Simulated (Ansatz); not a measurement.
## Na3WO4Cl (P4/nmm): converging the G0W0 gap

Aim: see how the G0W0 gap of Na3WO4Cl (P4/nmm) on PBE moves with empty bands and screening cutoff, and what each rung costs.

Calculated with Ansatz 0.2.0; G0W0 on PBE, plane waves, PAW; PAW set soft_1.

## Step 1: Starting point

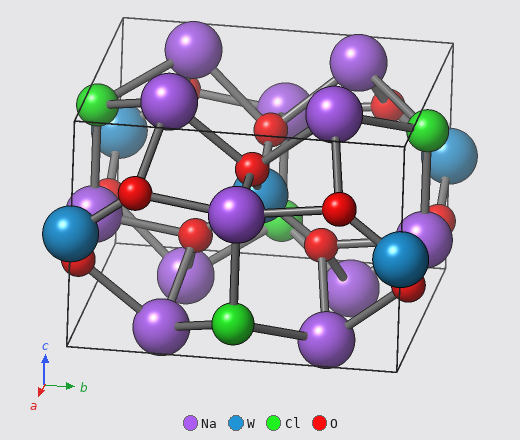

Start, viewed slightly off an axis; sodium purple, tungsten blue, chlorine green, oxygen red. Some periodic images of atoms are drawn too.

Geometry: measured cell, ions relaxed with PBE. The runs that relaxed it are not among those shown. Spin-orbit coupling is left out unless a step names it.

## Step 2: 167 empty bands, screening to 39 eV

Now the one-shot GW correction: screening in the RPA, then the self-energy of the levels asked for. This step takes PAW set soft_1 files.

input.yaml reads:

```yaml
crystal:
  lattice:
    - [7.5181, 0.0, 0.0]
    - [0.0, 7.5181, 0.0]
    - [0.0, 0.0, 5.36]
  atoms:
    - { symbol: Na, position: [0.5, 0.0, 0.3583961323] }
    - { symbol: Na, position: [0.0, 0.5, 0.6416038677] }
    - { symbol: Na, position: [0.75, 0.25, 0.0] }
    - { symbol: Na, position: [0.25, 0.25, 0.0] }
    - { symbol: Na, position: [0.25, 0.75, 0.0] }
    - { symbol: Na, position: [0.75, 0.75, 0.0] }
    - { symbol: W, position: [0.0, 0.0, 0.5] }
    - { symbol: W, position: [0.5, 0.5, 0.5] }
    - { symbol: Cl, position: [0.5, 0.0, 0.842004016] }
    - { symbol: Cl, position: [0.0, 0.5, 0.157995984] }
    - { symbol: O, position: [0.8093847799, 0.0, 0.2988767308] }
    - { symbol: O, position: [0.5, 0.3093847799, 0.2988767308] }
    - { symbol: O, position: [0.1906152201, 0.0, 0.2988767308] }
    - { symbol: O, position: [0.5, 0.6906152201, 0.2988767308] }
    - { symbol: O, position: [0.3093847799, 0.5, 0.7011232692] }
    - { symbol: O, position: [0.0, 0.1906152201, 0.7011232692] }
    - { symbol: O, position: [0.6906152201, 0.5, 0.7011232692] }
    - { symbol: O, position: [0.0, 0.8093847799, 0.7011232692] }
kpoints:
  mp_grid: { grid: [2, 2, 4] }
hamiltonian:
  xc: pbe
  pseudopotentials: { kind: paw, azcp: { folder: soft_1 } }
scf:
  occupations: { method: fixed }
gw:
  n_empty_bands: 167
  ecut_chi: 39
  qp_bands: [v4, c4]
  qp_kpoints: band_edges
  screening: { model: contour_deformation }
```

The run is started by

```
$ ansatz run input.yaml --threads 2 --pin off --max-ram 92160MiB --backend cuda --events-out ev --progress --plain --runs-dir out --devices 1 --max-vram 13GiB
```

Numbers of over 12 decimals in the logs are rounded to 6 here.

Output:

```text
GPUs: using 1 of 1 available (devices: 1).
Engine: ansatz 0.2.0, x86_64-unknown-linux-gnu
Pseudopotentials: kind: paw
Pseudopotential: Na, paw, valence charge 9, recommended cutoff 420 eV (normal), soft_1/Na.paw.azcp
Pseudopotential: W, paw, valence charge 14, recommended cutoff 420 eV (normal), soft_1/W.paw.azcp
Pseudopotential: Cl, paw, valence charge 7, recommended cutoff 420 eV (normal), soft_1/Cl.paw.azcp
Pseudopotential: O, paw, valence charge 6, recommended cutoff 420 eV (normal), soft_1/O.paw.azcp
Functional definition: PBE
  parameter kappa = 0.804
  parameter beta = 0.066725
  exchange = pbe_x(kappa = kappa, mu = beta*pi^2/3)
  correlation = pbe_c(beta = beta)
device memory: the entry about to start is reckoned to put 3.3 GiB on a device that reports 35.7 GiB free (of which the cap on the GPU budget leaves the run 13.0 GiB)
GPU FFT provider: cuFFT
GPU libraries: cuBLAS 13.8.2, cuFFT 12.4.0, cuSOLVER 12.3.4
Crystal: 18 atoms, lattice volume = 302.957 Å³
Basis set: ecut = 420 eV, 5929 PW (Γ)
Bands: 90, of which v1, the nominal top of the filled ones, is band 72 counted from 1 (71 counted from 0)
Symmetry: 16 space group operations
Space group: P4/nmm (ITA 129), of the structure as read, at distance tolerance 6.7e-5 Å
k-points: 9 of 16
Non-local potential: Na, projectors of the file, l = 0: 3, l = 1: 2, l = 2: 1
Non-local potential: W, projectors of the file, l = 0: 3, l = 1: 2, l = 2: 2, l = 3: 1
Non-local potential: Cl, projectors of the file, l = 0: 2, l = 1: 2, l = 2: 1
Non-local potential: O, projectors of the file, l = 0: 2, l = 1: 2, l = 2: 1
PAW form: soft (Blöchl's): semilocal exchange-correlation on the pseudo side does not see the compensation charge
PAW one-centre angular grid: Na, 110 points (default); XC on 64 Gauss nodes
PAW one-centre angular grid: W, 590 points (default); XC on 64 Gauss nodes
PAW one-centre angular grid: Cl, 110 points (default); XC on 64 Gauss nodes
PAW one-centre angular grid: O, 110 points (default); XC on 64 Gauss nodes
Initial density: superposition of atomic densities (chi_scale 0.1, normalization cell, long waves kept (reshape's long-wave potential 0.05 eV rms))
Initial wavefunctions: pseudopotential atomic-orbital guess
GPU buffer pool allocated for 104976 grid points (all kernels)
GPU transforms: local potential and band sums: pruned to the plane-wave sphere, on 54×54×36
Functional: x = pbe(κ = 0.804, μ = 0.219515), c = pbe(β = 0.066725)
SCF iter   1: F=—  HF=-36418.703099 eV  |F-HF|=—  |Δ(HF+E_count)|=         —  Δρ=9.22e-2  dr2=3.57e1  ethr=3.10e-3  ⟨swp⟩=5.0  Hψ=2406  notcnv=0  defer=127
preconditioner: auto → Resta (q_TF=auto, 2.410 Å⁻¹)  ε∞=3.3  [insulator: Δε(μ)=4.376 eV  Ē_g=12.606 eV  n_scr=68 (ndim 8)  ℏωp=19.1 eV  f_vac=0.000  ε∞_Penn≈3.3]
SCF iter   2: F=—  HF=-36408.899770 eV  |F-HF|=—  |Δ(HF+E_count)|=    9.80e0  Δρ=4.48e-2  dr2=5.42e0  ethr=3.10e-3  ⟨swp⟩=3.0  Hψ=1644  notcnv=0  defer=126
SCF iter   3: F=—  HF=-36407.504830 eV  |F-HF|=—  |Δ(HF+E_count)|=    1.39e0  Δρ=1.99e-2  dr2=1.98e0  ethr=3.10e-3  ⟨swp⟩=2.4  Hψ=1089  notcnv=0  defer=131
SCF iter   4: F=—  HF=-36407.019885 eV  |F-HF|=—  |Δ(HF+E_count)|=   4.85e-1  Δρ=7.27e-3  dr2=2.13e-1  ethr=1.38e-3  ⟨swp⟩=2.3  Hψ=1256  notcnv=0  defer=130
SCF iter   5: F=—  HF=-36406.998749 eV  |F-HF|=—  |Δ(HF+E_count)|=   2.11e-2  Δρ=1.87e-3  dr2=1.36e-2  ethr=1.48e-4  ⟨swp⟩=2.1  Hψ=975  notcnv=0  defer=144
SCF iter   6: F=—  HF=-36407.006464 eV  |F-HF|=—  |Δ(HF+E_count)|=   7.71e-3  Δρ=6.19e-4  dr2=2.30e-3  ethr=9.43e-6  ⟨swp⟩=2.7  Hψ=1042  notcnv=0  defer=144
SCF iter   7: F=—  HF=-36407.006886 eV  |F-HF|=—  |Δ(HF+E_count)|=   4.22e-4  Δρ=2.23e-4  dr2=2.37e-4  ethr=1.59e-6  ⟨swp⟩=2.0  Hψ=974  notcnv=0  defer=144
SCF iter   8: F=—  HF=-36407.006980 eV  |F-HF|=—  |Δ(HF+E_count)|=   9.35e-5  Δρ=6.74e-5  dr2=1.99e-5  ethr=1.65e-7  ⟨swp⟩=2.3  Hψ=1134  notcnv=0  defer=130
SCF iter   9: F=—  HF=-36407.006981 eV  |F-HF|=—  |Δ(HF+E_count)|=   9.62e-7  Δρ=1.65e-5  dr2=1.40e-6  ethr=1.38e-8  ⟨swp⟩=2.0  Hψ=1023  notcnv=0  defer=124
SCF iter  10: F=-36407.006981 eV  HF=-36407.006981 eV  |F-HF|=1.47e-8  |Δ(HF+E_count)|=   5.80e-8  Δρ=2.18e-6  dr2=1.81e-8  ethr=6.94e-11  ⟨swp⟩=10.3  Hψ=3864  notcnv=0
SCF 1 converged in 10 iterations: F = -36407.006981 eV  dr2 = 1.81e-8
  greatest PAW one-centre occupation: 1.000 electrons in one spin orbital (limit 2), on the W atom at site 7 (counted from 0), in its partial waves of l = 0
device memory: the entry about to start is reckoned to put 4.0 GiB (of the 4.1 GiB reckoned in all, the device holds 0.1 GiB already) on a device that reports 35.6 GiB free (of which the cap on the GPU budget leaves the run 12.9 GiB)
NSCF: frozen V_eff on 9 k-points
the band table was solved once the SCF had ended and its energy, with any forces and stress, was formed, with the checks that follow a solve (3024 applications of the Hamiltonian). They found nothing against the state; the energy, forces and stress were not computed again (output.eigenvalues in the input reference)
device memory: the entry about to start is reckoned to put 3.2 GiB on a device that reports 37.4 GiB free (of which the cap on the GPU budget leaves the run 13.0 GiB)
NSCF: frozen V_eff on 9 k-points
G₀W₀ screening: q 1/9
[... further progress lines ...]
SCF converged after 10 iterations
Free energy (F): -36407.006981 eV
Harris-Foulkes:  -36407.006981 eV  (|F-HF|=1.47e-8)
Internal energy: -36407.006981 eV  (E = F + TS)
E sigma→0 (E₀):  -36407.006981 eV
Fermi energy:    2.481108 eV
--- Per-component energies (eV) ---
  E_band       = -2087.607709
  E_kinetic    = 3168.037060
  E_local      = -15227.599959  (includes V_loc(G=0)·N_el)
  E_nonlocal   = 2102.179311
  E_hartree    = 5422.760560
  E_xc         = -1544.459795
  E_vxc        = -1709.549292  (∫ρ·V_xc dr)
  E_paw        = -21533.543169  (= ΣΔE_a)
  E_vpaw       = -1266.207618  (= ΣTr[D̂ρ^β])
  E_aug_tail   = 0.006852  (compensation charges beyond the density's cutoff)
  E_ewald      = -8794.387840
  E_smearing   = -0.000000  (= −TS)
  E_closure    = 0.000000  (closes the sum)
  Σ components = -36407.006981   (vs F -36407.006981, Δ=0.00e0)
--- Band table (eV; the first three rows and the last of 9) ---
  k-point 0: bands = [... 68 lower, 2.1790, 2.3340, 2.3340, 2.4610, 7.1464, 7.5321, 7.8333, 8.0221, ... 14 higher]
  k-point 1: bands = [... 68 lower, 2.2961, 2.4043, 2.4043, 2.4506, 7.6332, 7.6558, 8.0316, 8.0511, ... 14 higher]
  k-point 2: bands = [... 68 lower, 2.3908, 2.4402, 2.4785, 2.4785, 7.7362, 7.9644, 8.0757, 8.1883, ... 14 higher]
  k-point 8: bands = [... 68 lower, 2.2626, 2.2626, 2.4811, 2.4811, 7.8641, 7.8641, 8.1517, 8.1517, ... 14 higher]
--- G₀W₀: contour deformation, 5 samples at zero and on the imaginary axis and 1 off it, 16 q-points, 167 empty bands' worth ---
  eigenvalues of the whole cell's RPA ε∞ on this k-mesh (on a slab, of 1 + 4πα/V) = 2.4625, 2.4625, 2.4654; static W/v taken at q = 0 is 0.406000
  bands read: the sum over 239 bands ends inside a degenerate multiplet in 7 slots, whose members it reads at an even weight; the widest, k=1: bands 239 to 240 (counted from 1) at 1/2 each
  gw.qp_kpoints: band_edges: 9 of 9 stored k-points solved, in 1 pass; an edge of the gap read off the rows below is read off those points alone
    ik  band        ε_KS         Σx   Σc(E_QP)       V_xc       Z   E_QP_lin       E_QP  E_QP is
     0    69      2.1790   -24.8890     4.3642   -19.4968  0.7725     1.1359     1.1511  root
     0    70      2.3340   -24.8944     4.2706   -19.6193  0.7756     1.3156     1.3296  root
     0    71      2.3340   -24.8944     4.2706   -19.6193  0.7756     1.3156     1.3296  root
     0    72      2.4610   -25.3024     4.2836   -20.1004  0.7745     1.5314     1.5427  root
     0    73      7.1464    -7.5229    -3.0314   -11.8024  0.8537     8.4068     8.3946  root
     0    74      7.5321   -15.0381    -3.1111   -20.4149  0.8215     9.8495     9.7978  root
     0    75      7.8333   -13.9440    -3.1281   -19.1910  0.8247     9.9976     9.9523  root
     0    76      8.0221   -13.2297    -3.1358   -18.3849  0.8287    10.0815    10.0415  root
     1    69      2.2961   -24.5441     4.1574   -19.3391  0.7789     1.2334     1.2485  root
     1    70      2.4043   -25.1738     4.3186   -19.8811  0.7744     1.4172     1.4303  root
     1    71      2.4043   -25.1738     4.3186   -19.8811  0.7744     1.4172     1.4303  root
     1    72      2.4506   -25.3030     4.2837   -20.0945  0.7746     1.5144     1.5259  root
     1    73      7.6332   -15.4391    -3.1135   -20.8574  0.8188     9.9930     9.9380  root
     1    74      7.6558   -10.2249    -3.0189   -14.8789  0.8403     9.3143     9.2908  root
     1    75      8.0316   -15.4519    -3.1022   -20.8582  0.8168    10.3928    10.3357  root
     1    76      8.0511   -11.1742    -3.1165   -16.0416  0.8376     9.8303     9.8020  root
     2    69      2.3908   -24.3744     4.0390   -19.2823  0.7826     1.3230     1.3377  root
     2    70      2.4402   -25.3039     4.2838   -20.0891  0.7747     1.4975     1.5092  root
     2    71      2.4785   -25.2930     4.3102   -20.0241  0.7748     1.5074     1.5200  root
     2    72      2.4785   -25.2930     4.3102   -20.0241  0.7748     1.5074     1.5200  root
     2    73      7.7362   -15.8642    -3.1202   -21.3320  0.8159    10.1426    10.0838  root
     2    74      7.9644   -15.8334    -3.0751   -21.2509  0.8170    10.3647    10.3068  root
     2    75      8.0757   -16.6724    -3.0911   -22.2200  0.8093    10.6014    10.5323  root
     2    76      8.1883   -16.5873    -3.0767   -22.1065  0.8107    10.6977    10.6308  root
[...]
8    69      2.2626   -24.6377     4.1701   -19.4477  0.7779     1.2285     1.2428  root
     8    70      2.2626   -24.6377     4.1701   -19.4477  0.7779     1.2285     1.2428  root
     8    71      2.4811   -25.4025     4.3502   -20.1175  0.7736     1.5344     1.5463  root
     8    72      2.4811   -25.4025     4.3502   -20.1175  0.7736     1.5344     1.5463  root
     8    73      7.8641   -15.9835    -3.1187   -21.4658  0.8146    10.2885    10.2277  root
     8    74      7.8641   -15.9835    -3.1187   -21.4658  0.8146    10.2885    10.2277  root
     8    75      8.1517   -16.5383    -3.0681   -22.0337  0.8114    10.6445    10.5791  root
     8    76      8.1517   -16.5383    -3.0681   -22.0337  0.8114    10.6445    10.5791  root
```

Wall time 40 s (1 × NVIDIA H100 80GB HBM3 (shared by 6 runs) with 2 threads of AMD EPYC 7R13 (Zen 3), shared host); peak memory 1.4 GiB.

This step gave:

```yaml
bands_summed: 239
rpa_eps_infinity_on_this_mesh_eigenvalues: 2.462, 2.462, 2.465
plane_waves_in_the_screening_matrix: 161
q_points_in_the_mesh: 16
g0w0_gap_on_the_mesh: 6.848 eV
k_of_the_valence_top: -0.5, -0.5, -0.5
k_of_the_conduction_bottom: 0, 0, 0
starting_gap_on_the_mesh: 4.665 eV
z_at_the_valence_top: 0.7736
z_at_the_conduction_bottom: 0.8537
least_direct_g0w0_gap_on_the_computed_points: 6.852 eV
```

The gap on the mesh goes from 4.67 eV to 6.85 eV, a correction of +2.18 eV. Between the two edge states, bare exchange in place of the xc potential would open the gap by 9.56 eV, and correlation takes back 7.38 eV.

## Step 3: 473 empty bands, screening to 78 eV

Another rung: the empty bands reach about as high as the screening cutoff, so the two stay in balance.

Edit input.yaml of step 2 so:

```diff
@@ -32,4 +32,4 @@
 gw:
-  n_empty_bands: 167
-  ecut_chi: 39
+  n_empty_bands: 473
+  ecut_chi: 78
   qp_bands: [v4, c4]
```

Output:

```text
GPUs: using 1 of 1 available (devices: 1).
[...]
GPU FFT provider: cuFFT
GPU libraries: cuBLAS 13.8.2, cuFFT 12.4.0, cuSOLVER 12.3.4
Crystal: 18 atoms, lattice volume = 302.957 Å³
Basis set: ecut = 420 eV, 5929 PW (Γ)
Bands: 90, of which v1, the nominal top of the filled ones, is band 72 counted from 1 (71 counted from 0)
Symmetry: 16 space group operations
[...]
k-points: 9 of 16
[...]
GPU buffer pool allocated for 104976 grid points (all kernels)
[...]
SCF iter   1: F=—  HF=-36418.703099 eV  |F-HF|=—  |Δ(HF+E_count)|=         —  Δρ=9.22e-2  dr2=3.57e1  ethr=3.10e-3  ⟨swp⟩=5.0  Hψ=2406  notcnv=0  defer=127
[...]
SCF iter  10: F=-36407.006981 eV  HF=-36407.006981 eV  |F-HF|=1.47e-8  |Δ(HF+E_count)|=   5.80e-8  Δρ=2.18e-6  dr2=1.81e-8  ethr=6.94e-11  ⟨swp⟩=10.3  Hψ=3864  notcnv=0
SCF 1 converged in 10 iterations: F = -36407.006981 eV  dr2 = 1.81e-8
[...]
NSCF: frozen V_eff on 9 k-points
[...]
G₀W₀ screening: q 1/9
[... further progress lines ...]
SCF converged after 10 iterations
Free energy (F): -36407.006981 eV
[...]
Internal energy: -36407.006981 eV  (E = F + TS)
E sigma→0 (E₀):  -36407.006981 eV
Fermi energy:    2.481108 eV
[...]
--- Band table (eV; the first three rows and the last of 9) ---
  k-point 0: bands = [... 68 lower, 2.1790, 2.3340, 2.3340, 2.4610, 7.1464, 7.5321, 7.8333, 8.0221, ... 14 higher]
  k-point 1: bands = [... 68 lower, 2.2961, 2.4043, 2.4043, 2.4506, 7.6332, 7.6558, 8.0316, 8.0511, ... 14 higher]
  k-point 2: bands = [... 68 lower, 2.3908, 2.4402, 2.4785, 2.4785, 7.7362, 7.9644, 8.0757, 8.1883, ... 14 higher]
  k-point 8: bands = [... 68 lower, 2.2626, 2.2626, 2.4811, 2.4811, 7.8641, 7.8641, 8.1517, 8.1517, ... 14 higher]
[...]
0    69      2.1790   -24.8890     4.2991   -19.4968  0.7630     1.0691     1.0861  root
     0    70      2.3340   -24.8944     4.1903   -19.6193  0.7657     1.2333     1.2493  root
     0    71      2.3340   -24.8944     4.1903   -19.6193  0.7657     1.2333     1.2493  root
     0    72      2.4610   -25.3024     4.2015   -20.1004  0.7640     1.4474     1.4606  root
     0    73      7.1464    -7.5229    -3.2235   -11.8024  0.8502     8.2108     8.2024  root
     0    74      7.5321   -15.0381    -3.4570   -20.4149  0.8137     9.4874     9.4519  root
     0    75      7.8333   -13.9440    -3.4396   -19.1910  0.8179     9.6721     9.6407  root
     0    76      8.0221   -13.2297    -3.4298   -18.3849  0.8221     9.7752     9.7475  root
[...]
8    73      7.8641   -15.9835    -3.4527   -21.4658  0.8058     9.9365     9.8937  root
     8    74      7.8641   -15.9835    -3.4527   -21.4658  0.8058     9.9365     9.8937  root
     8    75      8.1517   -16.5383    -3.3849   -22.0337  0.8024    10.3089    10.2623  root
     8    76      8.1517   -16.5383    -3.3849   -22.0337  0.8024    10.3089    10.2623  root
```

Run time: 92 s. Hardware: 1 × NVIDIA H100 80GB HBM3 (shared by 6 runs) with 2 threads; peak memory 2 GiB; 2.3 min of CPU time.

Numbers from this step:

```
bands summed                                 : 545
RPA ε∞ on this mesh (eigenvalues)            : 2.472, 2.472, 2.474
plane waves in the screening matrix          : 487
q-points in the mesh                         : 16
G0W0 gap on the mesh                         : 6.729 eV
k of the valence top                         : -0.5, -0.5, -0.5
k of the conduction bottom                   : 0, 0, 0
starting gap on the mesh                     : 4.665 eV
Z at the valence top                         : 0.7633
Z at the conduction bottom                   : 0.8502
least direct G0W0 gap on the computed points : 6.742 eV
```

Against the run with 2×2×4 mesh, 167 empty bands, screening to 39 eV, PAW set soft_1 files, the gap moves by −0.12 eV.

## Step 4: 1019 empty bands, screening to 130 eV

Edit input.yaml of step 3 so:

```diff
@@ -32,4 +32,4 @@
 gw:
-  n_empty_bands: 473
-  ecut_chi: 78
+  n_empty_bands: 1019
+  ecut_chi: 130.0
   qp_bands: [v4, c4]
```

Output:

```text
GPUs: using 1 of 1 available (devices: 1).
[...]
GPU FFT provider: cuFFT
GPU libraries: cuBLAS 13.8.2, cuFFT 12.4.0, cuSOLVER 12.3.4
Crystal: 18 atoms, lattice volume = 302.957 Å³
Basis set: ecut = 420 eV, 5929 PW (Γ)
Bands: 90, of which v1, the nominal top of the filled ones, is band 72 counted from 1 (71 counted from 0)
Symmetry: 16 space group operations
[...]
k-points: 9 of 16
[...]
0    76      8.0221   -13.2297    -3.6467   -18.3849  0.8178     9.5514     9.5306  root
[...]
8    73      7.8641   -15.9835    -3.7216   -21.4658  0.8006     9.6561     9.6248  root
     8    74      7.8641   -15.9835    -3.7216   -21.4658  0.8006     9.6561     9.6248  root
     8    75      8.1517   -16.5383    -3.6645   -22.0337  0.7969    10.0167     9.9826  root
     8    76      8.1517   -16.5383    -3.6645   -22.0337  0.7969    10.0167     9.9826  root
[key lines of the parts left out:]
SCF converged after 10 iterations
Free energy (F): -36407.006981 eV
Fermi energy:    2.481108 eV
```

The job ended after 4.6 min (1 × NVIDIA H100 80GB HBM3 (shared by 6 runs) with 2 threads; peak memory 3.4 GiB).

This step gave:

| Quantity | Value |
| --- | --- |
| bands summed | 1091 |
| RPA ε∞ on this mesh (eigenvalues) | 2.467, 2.467, 2.471 |
| plane waves in the screening matrix | 1001 |
| G0W0 gap on the mesh | 6.834 eV |
| k of the valence top | -0.5, -0.5, -0.5 |
| k of the conduction bottom | 0, 0, 0 |
| starting gap on the mesh | 4.665 eV |
| least direct G0W0 gap on the computed points | 6.847 eV |

Against the run with 2×2×4 mesh, 473 empty bands, screening to 78 eV, PAW set soft_1 files, the gap moves by +0.10 eV.

## Step 5: Changing the k mesh: 2×2×2 mesh, 473 empty bands, screening to 78 eV, PAW set soft_1 files

Only the mesh changes. It samples the long-range screening, which converges on its own terms. Bands and cutoff differ from the step before, so it is read against an earlier run that matches them.

Edit input.yaml of step 4 so:

```diff
@@ -25,3 +25,3 @@
 kpoints:
-  mp_grid: { grid: [2, 2, 4] }
+  mp_grid: { grid: [2, 2, 2] }
 hamiltonian:
@@ -32,4 +32,4 @@
 gw:
-  n_empty_bands: 1019
-  ecut_chi: 130.0
+  n_empty_bands: 473
+  ecut_chi: 78
   qp_bands: [v4, c4]
```

Output:

```text
GPUs: using 1 of 1 available (devices: 1).
[...]
GPU FFT provider: cuFFT
GPU libraries: cuBLAS 13.8.2, cuFFT 12.4.0, cuSOLVER 12.3.4
Crystal: 18 atoms, lattice volume = 302.957 Å³
Basis set: ecut = 420 eV, 5929 PW (Γ)
Bands: 90, of which v1, the nominal top of the filled ones, is band 72 counted from 1 (71 counted from 0)
Symmetry: 16 space group operations
[...]
k-points: 6 of 8
[...]
0    76      8.0222   -13.2235    -3.4392   -18.3839  0.8217     9.7711     9.7433  root
[...]
5    73      7.8643   -15.9723    -3.4655   -21.4656  0.8056     9.9349     9.8921  root
     5    74      7.8643   -15.9723    -3.4655   -21.4656  0.8056     9.9349     9.8921  root
     5    75      8.1518   -16.5298    -3.3954   -22.0337  0.8022    10.3071    10.2604  root
     5    76      8.1518   -16.5298    -3.3954   -22.0337  0.8022    10.3071    10.2604  root
[key lines of the parts left out:]
SCF converged after 10 iterations
Free energy (F): -36407.002986 eV
Fermi energy:    2.481616 eV
```

The job ended after 48 s (1 × NVIDIA H100 80GB HBM3 (shared by 6 runs) with 2 threads; peak memory 1.7 GiB; 75 s of CPU time).

Numbers from this step:

* bands summed: 545
* RPA ε∞ on this mesh (eigenvalues): 2.471, 2.471, 2.486
* plane waves in the screening matrix: 487
* G0W0 gap on the mesh: 6.738 eV
* k of the valence top: -0.5, -0.5, -0.5
* k of the conduction bottom: 0, 0, 0
* starting gap on the mesh: 4.665 eV
* least direct G0W0 gap on the computed points: 6.749 eV

Against the run with 2×2×4 mesh, 473 empty bands, screening to 78 eV, PAW set soft_1 files, the gap moves by +0.009 eV.

(Continued in part 2 of 2.)

[Paths, hosts, dates, memory and timing lines, banners, echoed tables and standing remarks are left out of the program output.]

[Logs are printed without paths, hosts, clocks, repeated set-up lines and the standing remarks that a program may print on its own settings, such as how far it seeks lower states.]

[Runs of the session that timed out or met a known fault of the program may be left out.]

[Cells called generated may have been cut or substituted from an entry of the Crystallography Open Database or the Materials Project.]

[Hosts, paths, dates, database ids (printed as entryN), source tags and the programs' standing remarks are cut or masked in the printed files.]
